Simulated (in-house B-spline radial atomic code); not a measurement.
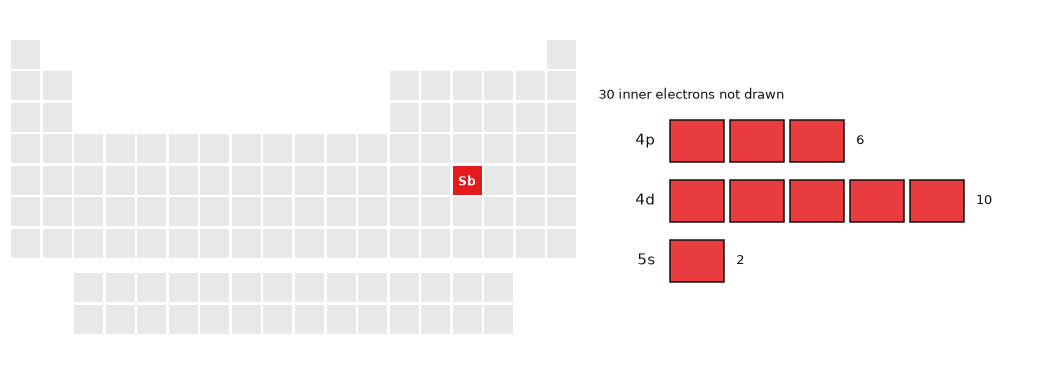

**Figure 1.** Left, the place of antimony in the periodic table; right, the outer shells as the input fills them: a box for each of the 2l + 1 orbitals, shaded by the share of the shell that is filled, with the electron count at the right.

# RPA and GW calculation for Sb³⁺

Sb³⁺, configuration [Kr] 4d10 5s2. Computed at this level: RPA, second-order and SOSEX correlation energies and G0W0 (contour deformation) on a non-relativistic mean field, all electrons, B-spline basis (in-house B-spline radial atomic code).

**Summary**

```tsv
quantity	value
outcome	converged
mean-field total energy	−6314.19335 hartree
total energy with exact exchange alone	−6311.67674 hartree
exact exchange energy	−162.95895 hartree
RPA correlation, extrapolated in the angular momentum of the empty orbitals	−3.69971 hartree
RPA correlation, as summed	−3.63956 hartree
direct second-order term	−4.22456 hartree
second-order exchange term	1.15817 hartree
SOSEX term	1.07281 hartree
hardware	1 CPU thread, shared host
wall time	4.2 s
```

**Notes**

Relativity is left out, which matters for an atom this heavy. Caveats: relativity is absent.

**Input**
```
Z = 51
electrons = 48.0
configuration = [Kr] 4d10 5s2
hamiltonian = nr
method = b3lyp
lmax = 9
spin_polarised = False
box_radius = 14.14
intervals = 53
ion_configuration = [Kr] 4d10 5s1
```

The run was one of a batch that the task file lists, launched with:
```bash
python <driver script> task.json out
```

The program writes its results to a structured record and prints no log; tables and figures of this report are taken from that record.

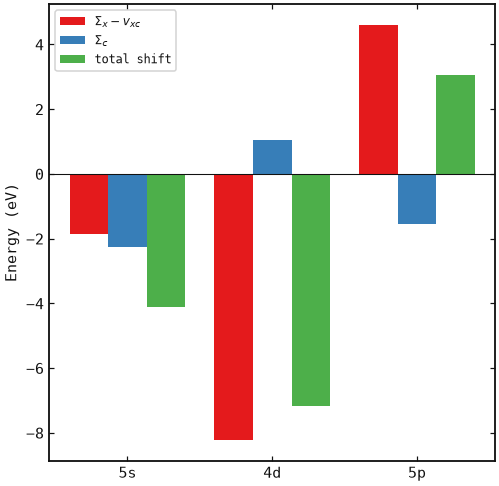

**Figure 2.** Parts of the G₀W₀ correction to each level for Sb³⁺ ([Kr] 4d¹⁰ 5s²). All-electron spherical atom, non-relativistic, B3LYP VWN-RPA start, no spin-orbit coupling, Breit or QED terms; computed with a B-spline radial code. The quasi-particle equation is solved at full frequency; levels of low quasi-particle weight Z are left out. Σ columns are in eV, and Σc holds an estimate for the angular momenta beyond the basis. G₀W₀ moves the highest occupied level, 5s, from −38.48 to −42.59 eV (renormalisation factor Z = 0.95); the measured removal energy is 43.80 eV, so the error is −1.21 eV. The empty level 5p goes from −28.10 to −25.04 eV.

```
Level  Mean field (eV)  Σx − vxc (eV)  Σc (eV)     Z  G₀W₀ (eV)
   5s           −38.48          −1.85    −2.25  0.95     −42.59
   4d           −66.70          −8.22     1.05  0.88     −73.87
   5p           −28.10           4.60    −1.55  0.95     −25.04
```

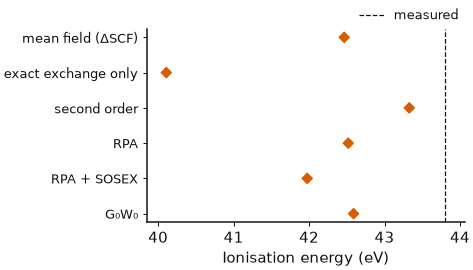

**Figure 3.** Ionisation energy of Sb³⁺ ([Kr] 4d¹⁰ 5s² → [Kr] 4d¹⁰ 5s). Differences of total energies, each species on its own start, beside the G₀W₀ level.

```csv
Method,Ionisation energy (eV)
mean field (ΔSCF),42.47
exact exchange only,40.11
second order,43.33
RPA,42.52
RPA + SOSEX,41.98
G₀W₀,42.59
```

The values run from 40.11 eV (exact exchange only) to 43.33 eV (second order). The measured value is 43.80 eV; nearest to it come second order (−0.48) and G₀W₀ (−1.21), furthest exact exchange only (−3.70 eV).
